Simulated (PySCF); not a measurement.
**SiH2F− (SMILES F[SiH2-]): CISD/STO-3G**

What is the energy change on altering one bond length of SiH2F− at CISD/STO-3G? 

The calculation is run with PySCF 2.14.0.

9 further runs of the same task are left out: 9 set aside as unsound or not needed.

## 1. The structure to begin with

SiH2F− has 4 atoms, charge -1, and is taken as a singlet. SMILES: `F[SiH2-]`. Geometry: relaxed at GFN2-xTB.

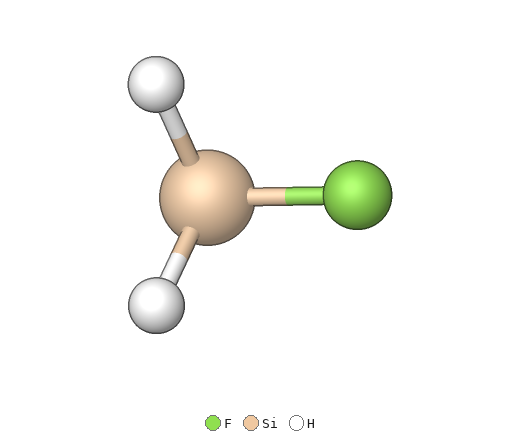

Viewed from a chosen angle; fluorine green, silicon light orange, hydrogen white.

## 2. The energy at CISD/STO-3G

Contents of job.py:

```python
from pyscf import gto, ci

mol = gto.Mole()
mol.atom = '''
F      2.313459     1.305517    -0.725409
Si    -0.215448    -0.739998    -0.831612
H     -2.240006     1.244063    -0.270760
H      0.141994    -1.809583     1.827762
'''
mol.unit = 'bohr'
mol.charge = -1
mol.basis = 'sto-3g'
mol.max_memory = 1860
mol.verbose = 3
mol.build()

calc0 = mol.RHF()
calc0.conv_tol = 1e-10
calc0.kernel()
if not calc0.converged:
    calc0 = calc0.newton().run(calc0.mo_coeff, calc0.mo_occ)

cisd = ci.CISD(calc0, frozen=6)
cisd.kernel()
etot = cisd.e_tot
print('Final energy', etot)
```

On the command line:

```sh
$ OMP_NUM_THREADS=1 python job.py
```

Output:

```text
converged SCF energy = -384.588154826977
E(RCISD) = -384.6485825598174  E_corr = -0.06042773284082549
Final energy -384.64858255981744
```

Wall time 0.58 s (1 thread of Arm Neoverse V2, shared host); peak memory 0.12 GiB.

## 3. The distorted shape, same level

Contents of input.py:

```python
from pyscf import gto, ci

mol = gto.M(
    atom='''
F      2.081299    -0.149075    -0.621299
Si     0.743059    -1.231515    -0.677499
H     -1.185360     0.658330    -0.143280
H      0.932209    -1.797515     0.729781
''',
    max_memory=1860,
    basis='sto-3g',
    spin=0,
    verbose=3,
    charge=-1,
)

mf = mol.RHF()
mf.conv_tol = 1e-10
mf.kernel()
if not mf.converged:
    mf = mf.newton().run(mf.mo_coeff, mf.mo_occ)

cisd = ci.CISD(mf, frozen=6)
cisd.kernel()
etot = cisd.e_tot
print('E = %.10f Eh' % etot)
```

On the command line:

```sh
$ OMP_NUM_THREADS=1 python input.py
```

Output:

```text
converged SCF energy = -384.416694608865
E(RCISD) = -384.5069419879937  E_corr = -0.09024737912884778
E = -384.5069419880 Eh
```

It took 0.6 s on 1 thread of Arm Neoverse V2, shared host; peak memory 0.12 GiB.

## 4. Results

At CISD/STO-3G, 6 core orbitals frozen:

| quantity | value |
| --- | --- |
| first shape: total energy | -384.64858 Eh |
| first shape: HOMO energy (Hartree–Fock orbitals) | 3.37 eV |
| first shape: LUMO energy (Hartree–Fock orbitals) | 21.60 eV |
| first shape: HOMO–LUMO gap (to an unbound level, set by the basis) | 18.23 eV |
| first shape: correlation energy (6 core orbitals frozen) | -60.4 mEh |
| distorted shape: total energy | -384.50694 Eh |
| distorted shape: HOMO energy (Hartree–Fock orbitals) | 3.91 eV |
| distorted shape: LUMO energy (Hartree–Fock orbitals) | 13.23 eV |
| distorted shape: HOMO–LUMO gap (to an unbound level, set by the basis) | 9.32 eV |
| distorted shape: correlation energy (6 core orbitals frozen) | -90.2 mEh |
| energy change with the Si2–H3 bond stretched from 1.529 to 2.752 Å | 3.854 eV |

With the Si2–H3 bond stretched from 1.529 to 2.752 Å the energy rises by 3.85 eV (89 kcal/mol). The first shape isn't relaxed at this level, so the change isn't measured from a minimum. The minimal basis adds a large error of its own. Mulliken charges (first shape) of the mean-field density run from -0.45 on F1 to +0.16 on Si2. The HOMO (first shape) lies at positive energy, 3.37 eV: the electron is unbound at this level or held by a compact basis; values depend on the basis. The HOMO (distorted shape) lies at positive energy, 3.91 eV: the electron is unbound at this level or held by a compact basis; values depend on the basis.
